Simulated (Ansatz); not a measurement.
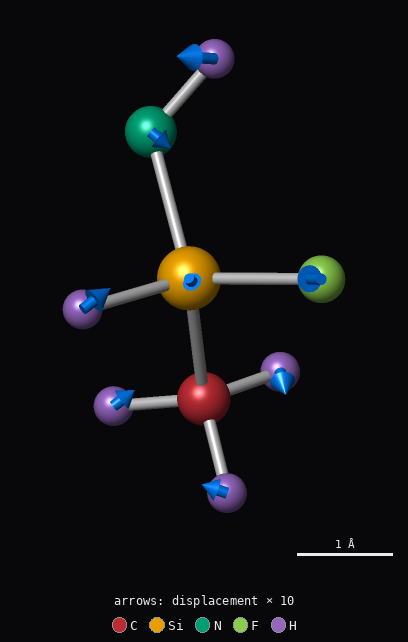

This is a relaxation of CH$_{5}$FNSi (multiplicity 2). The starting structure is drawn; blue arrows show the displacements, magnified 10 times. The two geometries are superimposed by the best rigid fit.

A ball-and-stick model, seen from a free direction.

The start comes from PBE-D4/def2-SVP.

Level of theory: UKS PBE0-D4/def2-TZVP in Ansatz 0.2.0. Settings: force threshold 0.005 eV/Å; at most 150 steps.

Q: What happened in the run?

A: An H atom moves most after the best rigid fit: 0.053 Å. By element the largest moves are H 0.053 Å, F 0.053 Å, N 0.027 Å, Si 0.021 Å, C 0.007 Å. Some distances before and after: F–Si 1.648 → 1.606 Å, C–Si 1.877 → 1.852 Å, H–Si 1.504 → 1.485 Å, N–Si 1.748 → 1.731 Å. Among the angles between lasting bonds that change: Si–N–H 115.7° → 117.8°. Over 5 geometry steps the energy falls by 6.07 kJ/mol. The largest force component goes from 1 to 0.0041 eV/Å. The run took 18 s on 4 threads of Arm Neoverse V2 (shared host).
